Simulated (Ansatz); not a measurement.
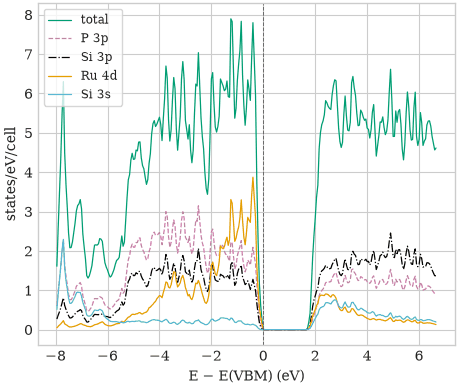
*Total and projected density of states of Si₄P₄Ru in space group P1 (No. 1; Pearson symbol aP9), plane-wave PAW r²SCAN (Ansatz code)*

Question: Which orbitals carry the states next to the gap?

Answer: Top 1 eV of the valence band: Ru 4d 44 %, P 3p 28 %, Si 3p 19 %. Bottom 1 eV of the conduction band: Si 3p 28 %, P 3p 20 %, Ru 4d 16 %, Si 3s 11 %, P 3s 10 %, outside the projected shells 14 %. Projections are on Löwdin-orthogonalised atomic valence shells; empty p or d shells of many metals are not among them.

Question: Where is the tallest occupied peak in this window, and what makes it?

Answer: Near -1.2 eV, about 7.9 states/eV per cell; the largest projected share is Ru 4d.

The first step of the workflow began from a Materials Project structure, measured or hypothetical; the Crystallography Open Database copy checked does not list it. With Si and P taken as one species the cell has the higher symmetry P-1, so it may be an ordered model of a mixed-site phase. Its standing as an ambient phase is unchecked. The cell was relaxed with r²SCAN under the symmetry of its start; its stability against distortions is not shown here. The run is not spin-polarised. Spin–orbit coupling is left out wherever it is not named.

Potentials: the later of the program's two PAW sets.
